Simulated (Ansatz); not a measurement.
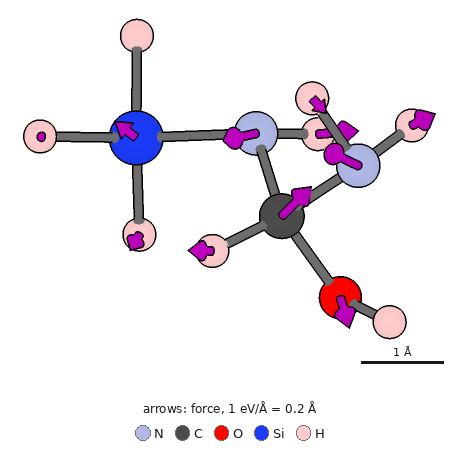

Starting geometry of CH8N2OSi (coarse preliminary run) with the computed forces as purple arrows. A ball-and-stick model, seen from a free direction.

The start comes from a force field.

Computed with RKS PBE-D4/def2-SVP (Ansatz).

The input:
```yaml
crystal:
  periodic: [false, false, false]
  atoms:
    - {symbol: N, position_ang: [-0.975700, -0.856000, 1.473000]}
    - {symbol: C, position_ang: [-0.450500, -0.723400, 0.163600]}
    - {symbol: O, position_ang: [0.444200, -1.753100, 0.056800]}
    - {symbol: N, position_ang: [0.308300, 0.533300, 0.173600]}
    - {symbol: Si, position_ang: [0.583200, 1.386600, -1.262400]}
    - {symbol: H, position_ang: [-0.270400, -0.614300, 2.117100]}
    - {symbol: H, position_ang: [-1.597600, 0.009200, 1.554900]}
    - {symbol: H, position_ang: [-1.179200, -0.804800, -0.614500]}
    - {symbol: H, position_ang: [0.024300, -2.463500, 0.571000]}
    - {symbol: H, position_ang: [1.138100, 0.318000, 0.619600]}
    - {symbol: H, position_ang: [1.458700, 0.572900, -2.073100]}
    - {symbol: H, position_ang: [1.286000, 2.648700, -0.823500]}
    - {symbol: H, position_ang: [-0.748900, 1.711500, -1.941300]}
basis:
  gaussian: {orbitals: def2-SVP}
hamiltonian: {xc: pbe, dispersion: d4}
relax: {f_tol: 0.03, max_steps: 200}
```

Launched with:
```bash
ansatz run in.yaml --threads 4 --pin off --events-out ev --progress --plain --max-ram 10444MiB
```

Q: Is this structure relaxed? If not, where do the atoms go?

A: It isn't relaxed: the largest force vector, on N1, is 4.70 eV/Å. The final displacements have little in common with the starting forces (cosine between the two patterns 0.18). The energy falls by 87.2 kJ/mol in 12 geometry steps. Largest force component: 4.6 eV/Å at the start, 0.016 eV/Å at the end. The atom that moves furthest after the best rigid fit is H13 (0.40 Å). Largest moves by element: H 0.40 Å, C 0.15 Å, Si 0.15 Å, N 0.13 Å, O 0.11 Å. Near-neighbour distances that change, for instance: Si5–H11 1.444 → 1.512 Å, N4–Si5 1.693 → 1.760 Å, N4–H10 0.966 → 1.028 Å, C2–H8 1.069 → 1.121 Å. Among the angles between lasting bonds that change: N4–Si5–H11 106.9° → 117.0°, N1–C2–N4 105.4° → 115.1°, N4–C2–H8 115.0° → 106.4°. Cost: 20 s on 4 threads of Arm Neoverse V1 (shared host).
